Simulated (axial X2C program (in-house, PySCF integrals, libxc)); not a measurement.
# Relativistic diatomic calculation for AlNa⁻

- system: AlNa⁻. The reference is closed-shell AlNa; the roots are the vertical energy changes on adding an electron to it, which gives states of AlNa⁻. The distance is the PBE0 minimum at charge 0.
- method: EOM-EA-CCSD, two-component X2C with atomic mean-field Coulomb and Gaunt terms, Al dyall-av3z, Na dyall-acv3z (cores contracted) (axial X2C program (in-house, PySCF integrals, libxc))

**Input file**
```
{"zs": [13, 11], "q": -1, "bas": ["dyall-av3z", "dyall-acv3z"], "r0": 2.81, "eom": "ea", "thr": -2.0, "nmax": 92, "grid": [1, 0.96, 1.045, 0.92, 1.09, 1.15], "rq": 0}
```

The line is the task of a batch: nuclear charges, charge, bases, a first guess of the distance and further settings. This report covers the levels named above. The log is that of the reference distance 3.145 Å.

Hardware: 1 thread of Intel Xeon (Granite Rapids), 12 GiB of memory available, shared host.

The run was one of a batch that the task file lists, launched with:
```bash
python <driver script> task.json out
```

**Output**
```
two-component X2C + atomic mean field  HF
basis functions 146  fitting functions 723  grid points 4366
iter        total energy     max residual
   1       -404.326741452     1.13e-01
   2       -404.336812578     5.61e-03
   3       -404.337181737     2.38e-03
   4       -404.337209853     8.13e-04
   5       -404.337213029     1.60e-04
   6       -404.337213287     6.68e-05
   7       -404.337213367     2.86e-05
   8       -404.337213468     4.28e-05
   9       -404.337213607     8.22e-05
  10       -404.337213756     7.78e-05
  11       -404.337213830     3.35e-05
  12       -404.337213845     4.19e-06
  13       -404.337213846     1.78e-06
converged
one-electron -613.82832773  Coulomb 217.64732216  exact exchange -32.17430047  xc functional 0.00000000  nuclear repulsion 24.06115776  atomic mean-field constant -0.04306557
correlated 12  virtual 242  natural virtual 92  E(MP2) -0.337038137  MP2 remainder -0.069712578
iter   CCSD correlation   residual
   1     -0.282234194   1.64e-01
   2     -0.291358351   8.03e-02
   3     -0.292041736   3.15e-02
   4     -0.292358016   1.66e-02
   5     -0.292499070   7.81e-03
   6     -0.292429983   3.67e-03
   7     -0.292438727   1.45e-03
   8     -0.292448300   5.87e-04
   9     -0.292446947   3.19e-04
  10     -0.292448499   1.85e-04
  11     -0.292447153   1.26e-04
  12     -0.292447076   1.09e-04
  13     -0.292447025   9.81e-05
  14     -0.292446921   7.63e-05
  15     -0.292447368   3.95e-05
  16     -0.292447434   1.78e-05
  17     -0.292447462   7.93e-06
  18     -0.292447491   4.26e-06
  19     -0.292447478   2.54e-06
(T) -0.0035859191282596363  T1 0.0168  D1 0.0323  max T2 0.053
EOM-EA-CCSD roots
2*Omega      energy/Eh   energy/eV  one-particle weight
    1      -0.01385391     -0.3770      0.855
    1      -0.00629102     -0.1712      0.957
    1       0.00778686      0.2119      0.991
    1       0.00795282      0.2164      0.982
    1       0.01381793      0.3760      0.977
    3      -0.01367778     -0.3722      0.855
    3       0.00796597      0.2168      0.981
    3       0.02293443      0.6241      0.000
    3       0.02822445      0.7680      0.867
    5       0.02300816      0.6261      0.000
    5       0.04488840      1.2215      0.004
    7       0.04686140      1.2752      0.000
```

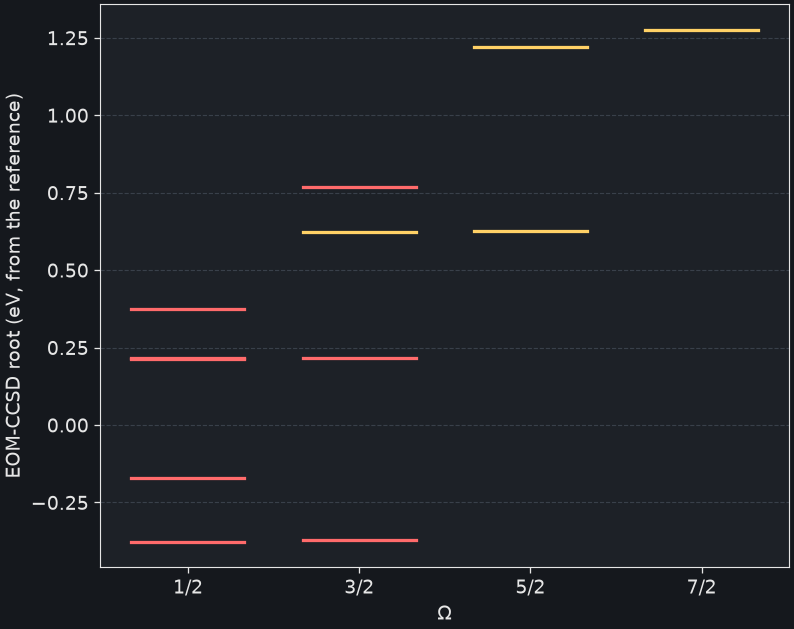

*EOM-CCSD roots by Ω at 3.15 Å; roots whose one-particle weight is under 0.8 have the second colour.*

The lowest has Ω = 1/2 and lies at −0.377 eV, with one-particle weight 0.85. 4 of the 12 roots are less well described at this level.

**Key numbers**

```
                                                                                                          quantity               value
                                                                                                           outcome           converged
                                                                                   HF energy of the reference AlNa  −404.33721 hartree
                                                                                  MP2 energy of the reference AlNa  −404.67425 hartree
CCSD energy of the reference AlNa (with the MP2 share of the virtual spinors left out of the coupled-cluster step)  −404.69937 hartree
                                                                              CCSD(T) energy of the reference AlNa  −404.70296 hartree
                                          T1 diagnostic (spinor form; for a closed shell √2 times the usual value)               0.017
                                                                                                         wall time                20 s
                                                                                                       peak memory            0.79 GiB
```
